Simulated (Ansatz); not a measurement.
**PH2 (SMILES [PH2]) at RPA@PBE/cc-pVTZ**

Aim: the electronic atomisation energy of PH2 at RPA@PBE/cc-pVTZ, from 3 runs. 

The results are computed with Ansatz 0.2.0.

28 further runs of the same task are left out: 28 set aside as unsound or not needed.

**1. The system as given**

PH2 has 3 atoms, charge 0, and is taken as a doublet. As SMILES, `[PH2]`. The coordinates come from a PBE0-D4/def2-TZVP relaxation.

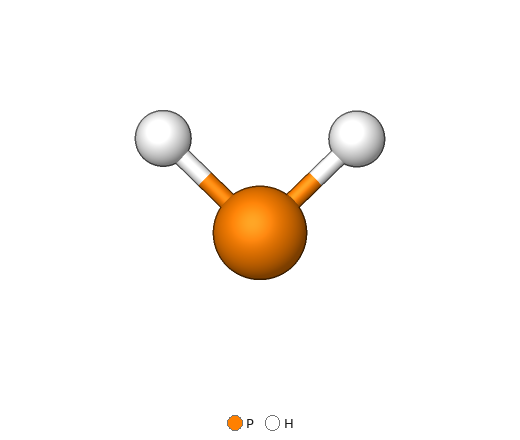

Viewed from a chosen angle; phosphorus orange, hydrogen white.

**2. The energy at RPA@PBE/cc-pVTZ**

The input, in.yaml:

```yaml
crystal:
  periodic: [false, false, false]
  atoms:
    - symbol: P
      position_ang: [0.525730, -0.309370, 0.258210]
    - symbol: H
      position_ang: [0.114640, 1.051490, 0.176750]
    - symbol: H
      position_ang: [-0.640370, -0.742120, -0.434970]
basis:
  gaussian: {orbitals: cc-pVTZ}
hamiltonian: {xc: {name: PBE}}
accuracy: high
magnetization: {spin_polarized: true, initial_magnetization: 1}
correlation: {method: rpa, frozen_orbitals: {H: 0, P: 5}}
```

The run is started by

```bash
$ ansatz run in.yaml --threads 1 --pin off --max-ram 3480MiB --events-out events.jsonl --progress --plain --runs-dir runs
```

The program printed:

```text
Warning: RAYON_NUM_THREADS=1 ignored (pool sized by the plan → 1); use --threads N
Functional definition: PBE
  name "PBE"
  parameter kappa = 0.804
  parameter beta = 0.06672455060314922
  exchange = pbe_x(kappa = kappa, mu = beta*pi^2/3)
  correlation = pbe_c(beta = beta)
954 factors; integrals over basis functions are off by at most 3.7e-9 eV
mean field evaluation 1: about -9315.2369 eV, gradient 9.1e0 eV
mean field evaluation 2: about -9315.2338 eV, gradient 9.1e0 eV
mean field evaluation 4: about -9315.8619 eV, gradient 7.6e-1 eV
mean field evaluation 8: about -9315.8654 eV, gradient 5.9e-3 eV
mean field evaluation 16: about -9315.8654 eV, gradient 6.3e-7 eV
mean field -9315.86538228 eV, -342.3517382784 hartree, gradient 2.8e-8 eV, S^2 0.755118; 0 other end points of the search recorded, 0 dependent functions left out
5 core orbitals not correlated: weight in the atoms' cores, before any rotation towards them, 1.000 or more for the frozen orbitals, at most 0.000 for the correlated occupied ones
reference -9302.89561640 eV, -341.8751081735 hartree; 4, 3 occupied and 53, 54 virtual orbitals, 954 factors
Total energy: -9310.56620427 eV, -342.1569970785 hartree
```

Run time: 2.8 s. Hardware: 1 thread of Arm Neoverse V1, shared host; peak memory 0.17 GiB.

**3. The H atom, same level**

The input, in.yaml:

```yaml
crystal:
  periodic: [false, false, false]
  atoms:
    - symbol: H
      position_ang: [0.000000, 0.000000, 0.000000]
basis:
  gaussian:
    orbitals: cc-pVTZ
magnetization:
  spin_polarized: true
  initial_magnetization: 1
hamiltonian:
  xc: pbe
correlation:
  method: rpa
  frozen_orbitals: {H: 0}
accuracy: high
```

Run the same way, it converges to -0.51761 Eh (log not shown).

**4. The P atom, same level**

The input, molecule.yaml:

```yaml
crystal:
  periodic: [false, false, false]
  atoms:
    - {symbol: P, position_ang: [0.000000, 0.000000, 0.000000]}
basis:
  gaussian:
    orbitals: cc-pVTZ
total_charge: 0
magnetization:
  spin_polarized: true
  initial_magnetization: 3
hamiltonian:
  xc: {name: PBE}
correlation:
  method: rpa
  frozen_orbitals: {P: 5}
accuracy: high
```

The run is started by

```bash
$ ansatz run molecule.yaml --threads 1 --pin off --max-ram 3480MiB --events-out events.jsonl --progress --plain --runs-dir runs
```

The program printed, shortened:

```text
Warning: RAYON_NUM_THREADS=1 ignored (pool sized by the plan → 1); use --threads N
[... 6 set-up lines as earlier in the session ...]
333 factors; integrals over basis functions are off by at most 3.8e-9 eV
mean field evaluation 1: about -9281.9095 eV, gradient 3.6e0 eV
mean field evaluation 2: about -9281.9093 eV, gradient 3.6e0 eV
mean field evaluation 4: about -9282.0127 eV, gradient 1.7e-1 eV
mean field evaluation 8: about -9282.0128 eV, gradient 1.9e-4 eV
mean field -9282.01281137 eV, -341.1076792436 hartree, gradient 3.6e-8 eV, S^2 3.750234; 0 other end points of the search recorded, 0 dependent functions left out
5 core orbitals not correlated: weight in the atoms' cores, before any rotation towards them, 1.000 or more for the frozen orbitals, at most 0.000 for the correlated occupied ones
reference -9271.23138953 eV, -340.7114692989 hartree; 4, 1 occupied and 25, 28 virtual orbitals, 333 factors
Total energy: -9275.90415969 eV, -340.8831904349 hartree
```

It took 0.87 s on 1 thread of Arm Neoverse V1, shared host; peak memory 0.092 GiB.

**5. What came out**

Level: RPA@PBE/cc-pVTZ, 5 core orbitals frozen.

| quantity | value |
| --- | --- |
| molecule: total energy | -342.15700 Eh |
| molecule: RPA correlation energy (valence) | -281.9 mEh |
| molecule: ⟨S²⟩ of the reference determinant | 0.755 |
| H atom: total energy | -0.51761 Eh |
| H atom: RPA correlation energy | -18.2 mEh |
| H atom: ⟨S²⟩ of the reference determinant | 0.750 |
| P atom: total energy | -340.88319 Eh |
| P atom: RPA correlation energy (valence) | -171.7 mEh |
| P atom: ⟨S²⟩ of the reference determinant | 3.750 |
| electronic atomisation energy | 6.492 eV |

What this shows: Taking the molecule apart into free atoms costs 6.49 eV (150 kcal/mol), before zero-point energy and without spin-orbit coupling.
